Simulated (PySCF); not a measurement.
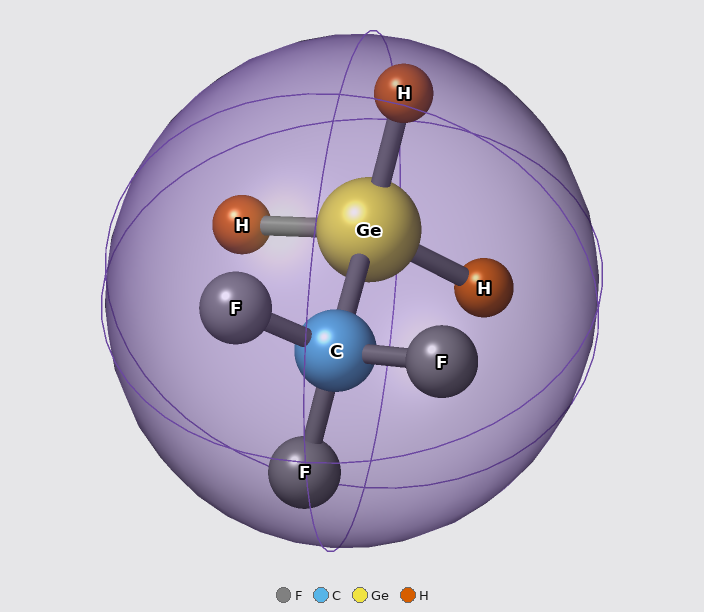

The ellipsoid shows the static dipole polarisability: its half-axes are proportional to the principal values. The geometry was computed by an optimisation with PBE0-D3(BJ)/def2-SVP. No frequency run is at hand to confirm it as a minimum. Level of theory: CAM-B3LYP/def2-SVPD (PySCF 2.14.0).

> How large and how anisotropic is the polarisability?

Principal values 45.4, 45.4, 50.6 bohr³; mean 47.2 bohr³ (6.99 Å³); anisotropy 5.1 bohr³, so the longest axis is 1.11 times the shortest.
